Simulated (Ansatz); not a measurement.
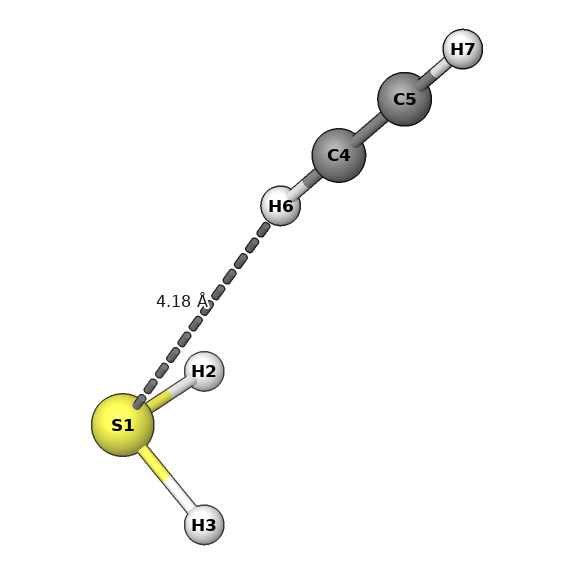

Two molecules or ions; the broken line marks their closest contact (measured against van der Waals radii). Geometry: a pair of rigid molecules at a changed separation. Program: Ansatz 0.2.0.

Question: Which two species are they?

Answer: H2S and C2H2 (`C#C.S`).

Give the counterpoise-corrected interaction energy (kcal/mol, monomers kept as in the pair) with RHF-CCSD(T) (frozen core)/def2-TZVPPD; PBE0-D4/def2-TZVPPD.

```csv
level,interaction energy (kcal/mol)
RHF-CCSD(T) (frozen core)/def2-TZVPPD,−0.6
PBE0-D4/def2-TZVPPD,−0.6
```
